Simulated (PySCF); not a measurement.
## Electronic structure of C5H11FOSi (SMILES FC[C@H]1C[SiH2]CCO1) in real space

| atom | x (Å) | y (Å) | z (Å) |
| --- | --- | --- | --- |
| F | 3.3083 | -0.5712 | -0.4492 |
| C | 2.2945 | -0.0447 | 0.3288 |
| C | 0.8090 | -0.2464 | -0.0757 |
| C | 0.5467 | -1.7540 | -0.2448 |
| Si | -1.2824 | -1.8311 | -0.7245 |
| C | -2.1811 | -0.4799 | 0.2810 |
| C | -1.2108 | 0.6273 | 0.4635 |
| O | 0.0641 | 0.3526 | 0.8886 |
| H | 2.5669 | 0.9780 | 0.5352 |
| H | 2.4197 | -0.4020 | 1.3695 |
| H | 0.6796 | 0.2939 | -1.0575 |
| H | 1.2619 | -2.1744 | -0.9693 |
| H | 0.7419 | -2.3227 | 0.6042 |
| H | -1.8684 | -3.1885 | -0.4747 |
| H | -1.4789 | -1.4373 | -2.1035 |
| H | -3.2396 | -0.1721 | 0.0364 |
| H | -2.2102 | -0.8230 | 1.3162 |
| H | -1.6930 | 1.2419 | 1.1812 |
| H | -1.0156 | 1.1689 | -0.4310 |

Geometry: GFN2-xTB, MD frame at 250 fs, 400 K.

Level of theory: PBE0/pcSseg-1, SCF density, gas phase, non-relativistic in PySCF.

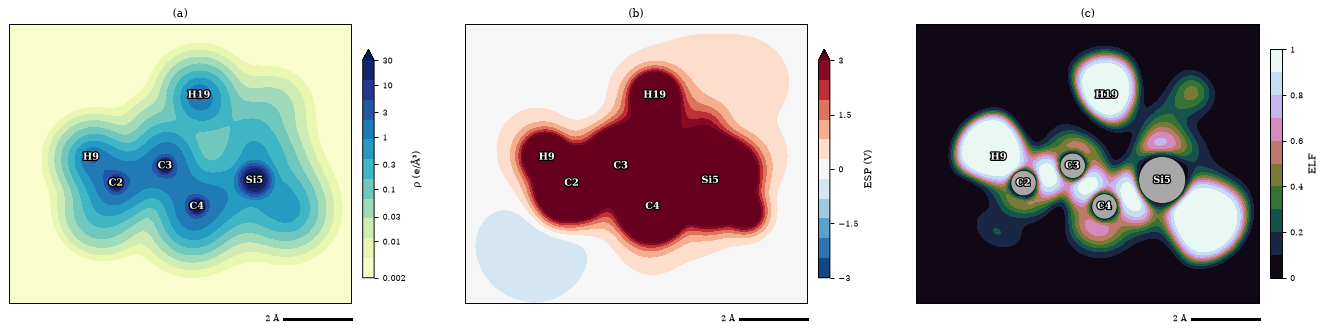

Figure 1. (a) electron density; (b) molecular electrostatic potential; (c) ELF on the plane of atoms C2, C3 and C4. Grey discs cover the atomic cores in the ELF map.

Question: What do the fields say about this system?

Answer: The plane passes through C, Si and H nuclei.
C–Si (1.89 Å): the density is about 0.93 e/Å³ at the midpoint; the ELF peaks at about 0.95 between the atoms: a shared electron pair.
C–C (1.54 Å): ρ is about 1.6 e/Å³ halfway; the ELF peaks at about 0.95 between the atoms, as expected for localised, covalent bonding.
Outside the dense part of the molecule the potential is most negative (−0.7 V) near F1, which lies off the plane.

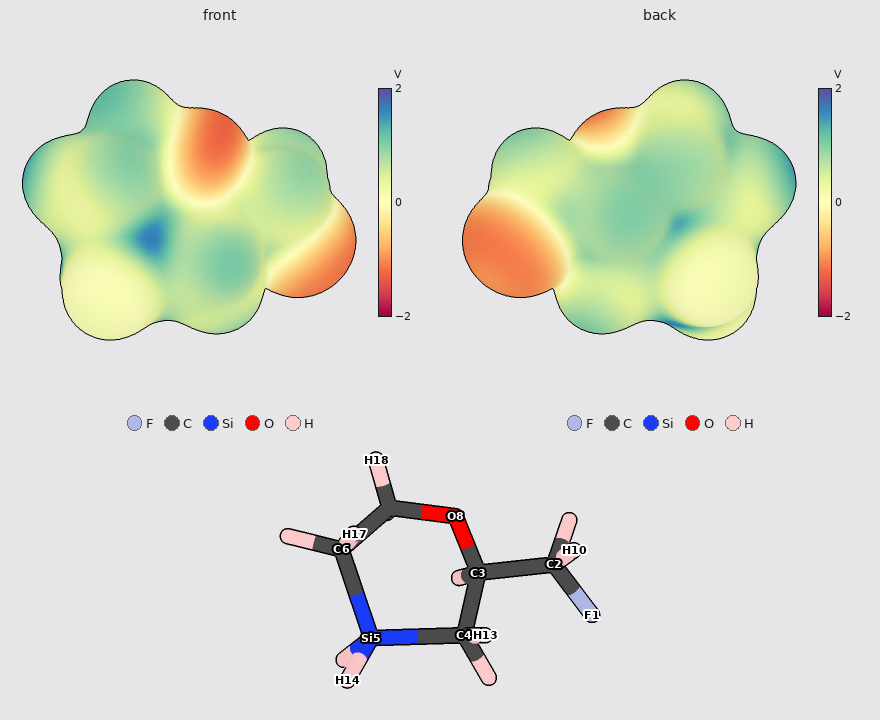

Figure 2. The electrostatic potential painted on the density surface at 0.004 e/bohr³, seen from the front and from behind; the colour scale runs from red (negative) to blue (positive). The bare structure is drawn below in the same view.

Question: Where is the surface potential most negative and most positive?

Answer: The most negative region (about −1.2 V) lies over O8, the most positive (about +1.5 V) over Si5. O8 is the likeliest acceptor of a hydrogen bond.

Question: What dipole moment does the calculation give?

Answer: Its dipole moment is 1.84 D.
